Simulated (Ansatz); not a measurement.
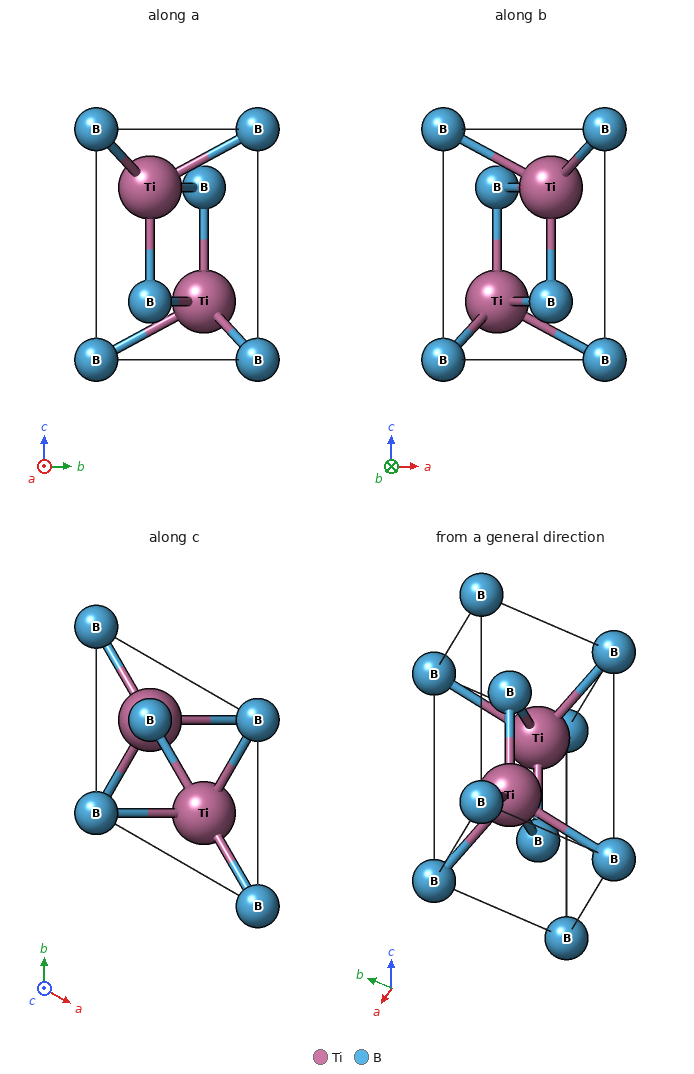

Ball-and-stick representation of a periodic structure, projected along the a axis, along the b axis, along the c axis and from a general direction. Thin lines show the conventional unit cell, with boundary atoms drawn in all their periodic places.

Edges and angles: a = 3.690 Å, b = 3.690 Å, c = 4.565 Å, α = 90.00°, β = 90.00°, γ = 120.00°.

**Read off the composition.**

Ti2B3. The cell holds 2 Ti, 3 B, counting shared atoms by their share.

**Which of the 230 space groups is it?**

P-3m1 (No. 164), with Ti on 2d, B on 1a and B on 2d.

**Describe the connectivity.**

The bonds build a three-dimensional framework.

Provenance: a textbook structure type filled with these elements (whether it is the usual form wasn't checked). The picture shows the end point of a geometry optimisation with DFT PBE, scalar-relativistic, plane waves, PAW in Ansatz.
